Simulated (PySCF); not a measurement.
# C3H4O, triplet, SMILES `[CH2]C([CH2])=O`: electronic structure

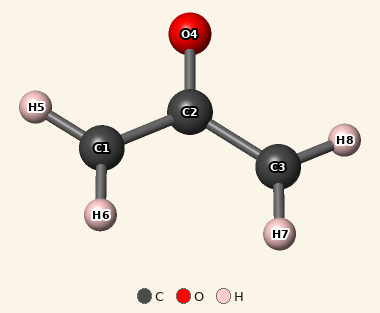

The molecule, with its atoms numbered as below. No frequency check shows the geometry to be a minimum.

Cartesian coordinates (Å):

```
C1       1.2333    0.6389    0.0000
C2      -0.0000   -0.0897    0.0000
C3      -1.2341    0.6376    0.0000
O4       0.0009   -1.3418    0.0000
H5       2.1606    0.0965    0.0000
H6       1.2523    1.7125    0.0000
H7      -1.2542    1.7112    0.0000
H8      -2.1608    0.0943    0.0000
```

### 1. Bonding charge

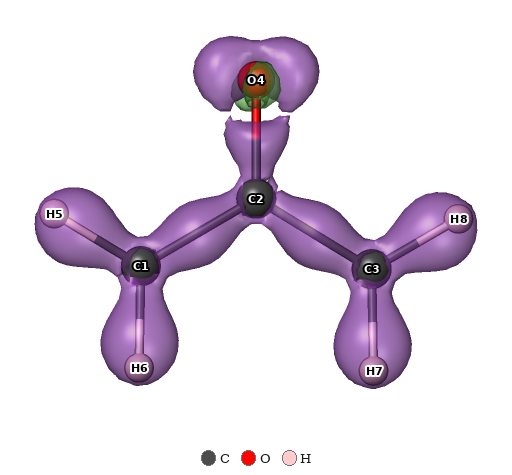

Deformation density (molecule less spherical, spin-averaged free atoms at the same positions), surfaces at ±0.25 e/Å³; purple: gain, green: loss.

Computed with PySCF, B3LYP/def2-SVP, geometry: GFN2-xTB. The stability of the open-shell solution wasn't checked. GFN2-xTB doesn't know the spin state, so this open-shell geometry is rough.

How much density has each bond gained at its critical point, relative to the free atoms?

Answer. C1–H5 and C3–H8: +0.74 e/Å³ at the bond critical point (bond length 1.07 Å, Mayer order 0.9). C1–H6 and C3–H7: +0.73 e/Å³ at the bond critical point (bond length 1.07 Å, Mayer order 1.0). C1–C2 and C2–C3: +0.61 e/Å³ at the bond critical point (bond length 1.43 Å, Mayer order 1.2). C2–O4: +0.49 e/Å³ at the bond critical point (bond length 1.25 Å, Mayer order 1.8). In all, 1.8 electrons gather in the regions of gain relative to the promolecule.

Where do the Hirshfeld charges lie?

Answer. The highest Hirshfeld charge is on C2 (+0.10 e), the lowest on O4 (−0.19 e).

| atom | charge (e) |
| --- | --- |
| C1 | −0.05 |
| C2 | +0.10 |
| C3 | −0.05 |
| O4 | −0.19 |
| H5 | +0.05 |
| H6 | +0.05 |
| H7 | +0.05 |
| H8 | +0.05 |

### 2. Bond critical points

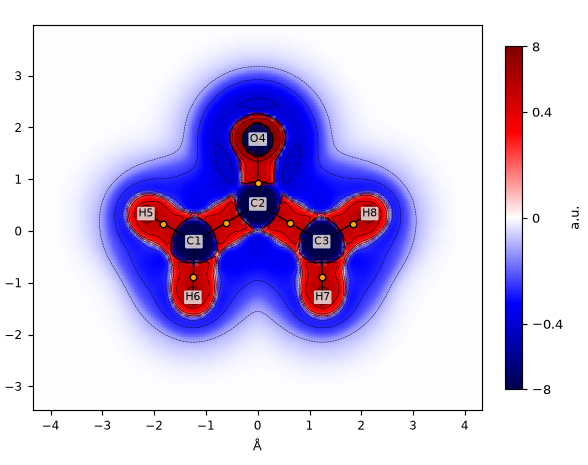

Negative Laplacian of the density (−∇²ρ) in the molecular plane (red positive, blue negative, colour scale in a.u., logarithmic beyond ±0.04), with bond paths and bond critical points (dots).

Sort the bonds in the plane by the sign of ∇²ρ at their critical points.

Answer. Concentrated (∇²ρ < 0): C1–C2 and C2–C3 (−0.75 a.u.); C1–H6 and C3–H7 (−1.11 a.u.); C1–H5 and C3–H8 (−1.13 a.u.). Depleted (∇²ρ > 0): C2–O4 (+0.03 a.u., H = −0.645). A positive Laplacian with clearly negative H marks a strongly polar covalent bond, whose critical point lies close to the core of the less electronegative atom.

Where along C2–O4 does the critical point lie?

Answer. 0.41 Å from C2 and 0.84 Å from O4.

### 3. Local ionisation energy

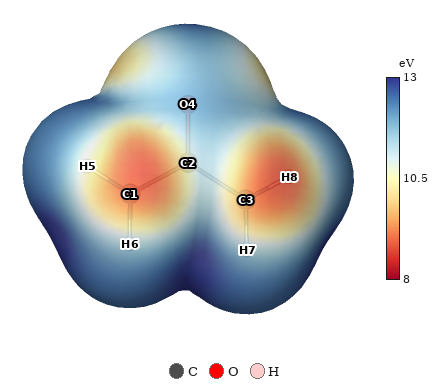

Average local ionisation energy on the surface of electron density 0.001 a.u.

Locate the minima of the map.

Answer. The lowest value is 8.7 eV, off the molecular plane, over C1 (2.0 Å), and at like points elsewhere. Further minima include 9.9 eV, 1.8 Å from O4, and at like points elsewhere. For comparison, the highest occupied orbital lies at −6.5 eV.

### 4. Spin density

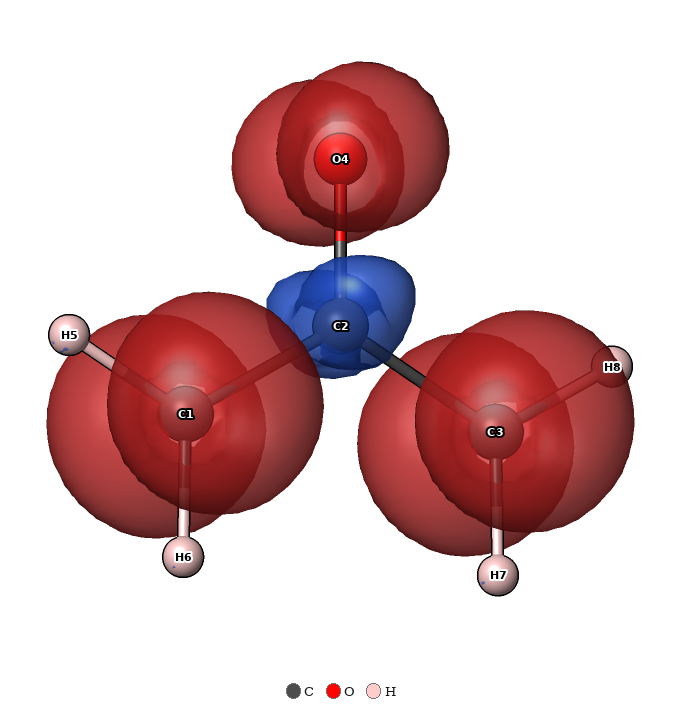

Spin density ρα − ρβ at ±0.05 e/Å³ (red: excess α, blue: excess β).

How is the spin shared among the atoms?

Answer. Hirshfeld spin populations: C1 and C3 +0.65, O4 +0.47, C2 +0.06, H6 and H7 +0.04 and H5 and H8 +0.04. ⟨S²⟩ = 2.03, against 2.00 for a pure state. The picture also shows regions of β spin from spin polarisation; the Hirshfeld sums, whose atoms overlap, net them against the α spin of neighbours.

### 5. In an electric field

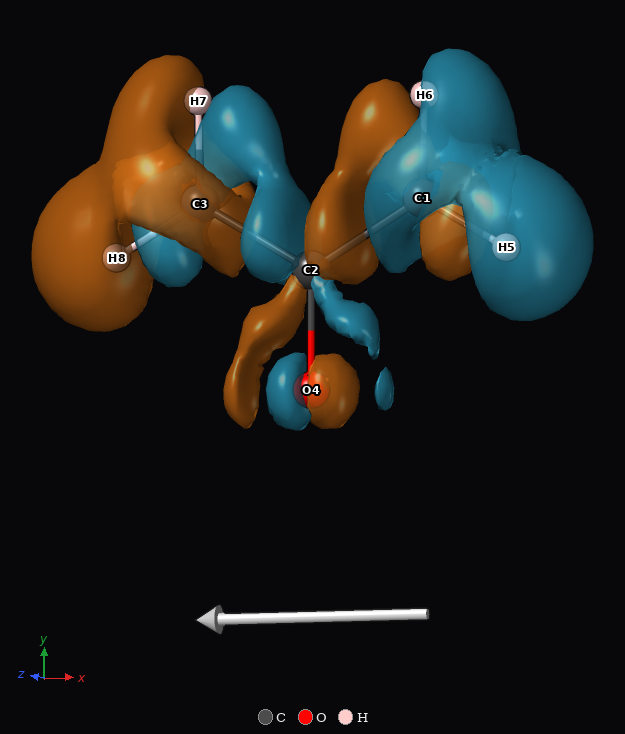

Change of the electron density in a uniform field of 0.41 V/Å along −x (arrow), surfaces at ±0.003 e/Å³ (light blue: gain, orange: loss).

PySCF calculation, PBE0/6-311+G**, gas phase; geometry: GFN2-xTB. The basis has diffuse s and p functions alone, which still leaves polarisabilities too small, most of all across bonds. The stability of the open-shell solution wasn't checked. GFN2-xTB doesn't know the spin state, so this open-shell geometry is rough.

How large is the response?

Answer. The induced dipole is 0.91 D (along the field); α along this axis, from the fields in both directions, is 45 bohr³ (6.6 Å³).

Which atoms gain and lose the most charge?

Answer. Electrons gather most on H5 (Hirshfeld charge changes by −0.018 e) and leave H8 most (+0.017 e); 0.076 electrons are displaced in all.

The PySCF runs shown took 11 s and 38 s on 1 thread of Arm Neoverse V1 (shared host).
